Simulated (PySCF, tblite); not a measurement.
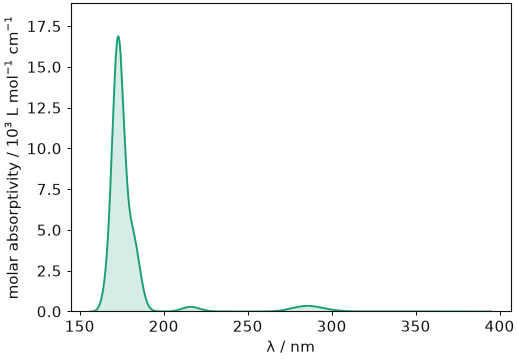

Vertical TDDFT excitations, ωB97X-D/def2-SVPD, PySCF, at a GFN2-xTB geometry (a minimum by its frequencies), gas phase. Only the first 8 singlet excitations are included; each is broadened by a Gaussian of 1/e half-width 0.20 eV.

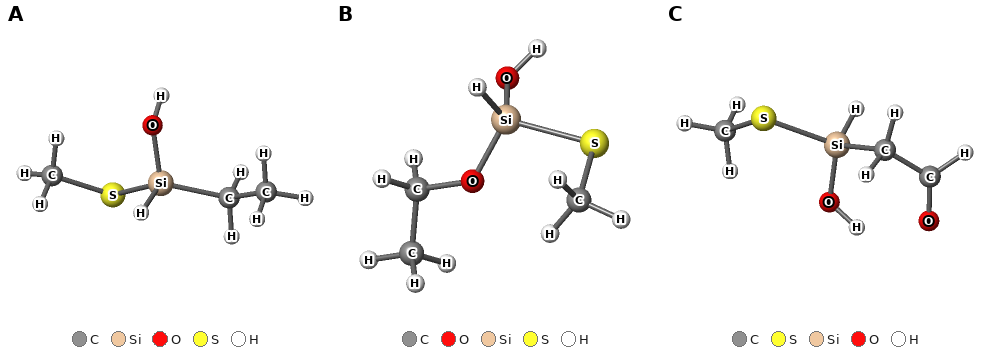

**Whose absorption spectrum is this? The candidates are drawn in the second picture.**

Structure C, C₃H₈O₂SSi, SMILES CS[Si@H](O)CC=O. Its lowest singlet lies at 4.34 eV (f = 0.004) and the brightest of those computed is S6 at 7.16 eV (173 nm), f = 0.197, mixed, the largest part being HOMO−3 → LUMO (48 %).

Caveats: the tight-binding geometry is rougher than a DFT one and adds to the error; one conformer of a flexible molecule; core orbitals are frozen in the response.
